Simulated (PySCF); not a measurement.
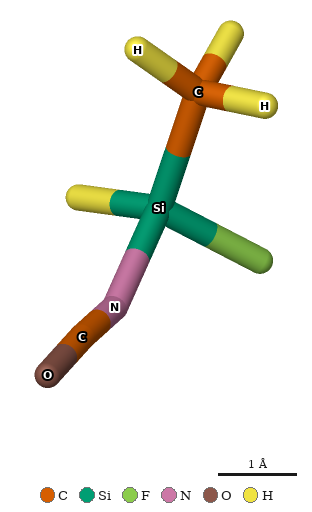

Starting structure of C2H4FNOSi. The picture is a stick view, seen from a free direction.

The start comes from GFN2-xTB. Its atoms were then displaced at random by about 0.03 Å.

All numbers below come from PySCF 2.14.0, density-fitted response routines, PBE0-D3(BJ)/def2-SVP geometry optimisation, gas phase.

```xyz
10

C    -1.3822    0.3593    0.1343
Si   -0.1140   -0.8129   -0.3608
F    -0.1786   -1.0112   -1.9732
N     1.5675   -0.1507   -0.0709
C     2.3218    0.4683    0.4055
O     3.2035    1.1001    0.8690
H    -1.3135    1.3534   -0.4435
H    -2.3872    0.0527   -0.0931
H    -1.4038    0.7070    1.2344
H    -0.1711   -2.1335    0.2577
```

### Where does the relaxation end?

The largest move after the best rigid fit is that of O6, 0.39 Å. Largest moves by element: O 0.39 Å, N 0.30 Å, H 0.20 Å, C 0.14 Å, F 0.13 Å, Si 0.10 Å. Near-neighbour distances that change, for instance: Si2–N4 1.830 → 1.714 Å, N4–C5 1.086 → 1.198 Å, C1–Si2 1.797 → 1.850 Å, C1–H7 1.152 → 1.101 Å. Bond angles that change, for instance: Si2–N4–C5 156.1° → 176.9°, Si2–C1–H9 118.2° → 110.7°, H7–C1–H8 101.3° → 108.4°. The energy falls by 28.0 kcal/mol in 12 geometry steps.

Step by step:

```json
{"step": "0", "E − E(0), kcal/mol": "0.00"}
{"step": "1", "E − E(0), kcal/mol": "-26.06"}
{"step": "2", "E − E(0), kcal/mol": "-27.48"}
{"step": "3", "E − E(0), kcal/mol": "-27.63"}
{"step": "4", "E − E(0), kcal/mol": "-27.67"}
{"step": "5", "E − E(0), kcal/mol": "-27.80"}
{"step": "6", "E − E(0), kcal/mol": "-27.90"}
{"step": "7", "E − E(0), kcal/mol": "-27.98"}
{"step": "8", "E − E(0), kcal/mol": "-28.01"}
{"step": "9", "E − E(0), kcal/mol": "-28.03"}
{"step": "10", "E − E(0), kcal/mol": "-28.03"}
{"step": "11", "E − E(0), kcal/mol": "-28.03"}
{"step": "12", "E − E(0), kcal/mol": "-28.03"}
```

The structure at the end:

```xyz
10

C    -1.5017    0.3932    0.1077
Si   -0.0933   -0.7279   -0.3196
F    -0.0649   -0.9597   -1.9254
N     1.3925    0.0054    0.1211
C     2.4612    0.4706    0.3966
O     3.4970    0.9282    0.6748
H    -1.3809    1.3643   -0.3966
H    -2.4600   -0.0459   -0.2086
H    -1.5420    0.5705    1.1934
H    -0.1654   -2.0661    0.3160
```

The end point in the same view:

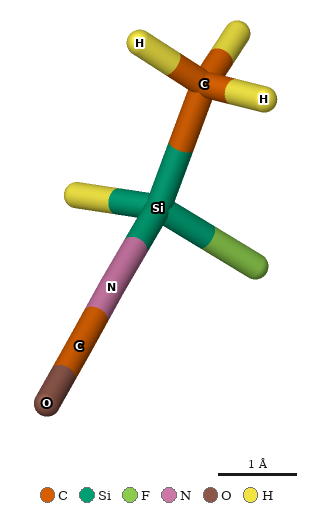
